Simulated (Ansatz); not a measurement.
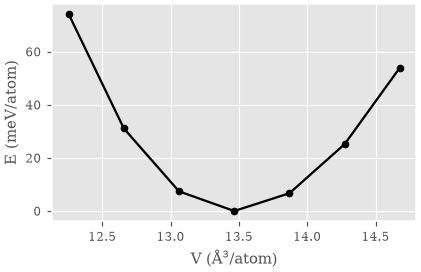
Figure. SrHfO3 (cubic perovskite, Pm-3m) under volume change, plane-wave PAW LDA (Ansatz code), scaled uniformly.

**Question.** What does a third-order Birch–Murnaghan fit give for V₀, B₀ and B′?

**Answer.** V₀ = 13.47 Å³/atom, B₀ = 184 GPa, B′ = 4.3.

The workflow started from a Materials Project entry (that database holds measured and hypothetical structures alike); the Crystallography Open Database files this formula in space group No. 221, but the cells were not matched. Its standing as an ambient phase is unchecked. The cell was relaxed with LDA under the symmetry of its start. At this level the phase is dynamically unstable (imaginary phonons). No spin polarisation was allowed. Spin–orbit coupling is left out wherever it is not named.

Potentials: the later of the program's two PAW sets.
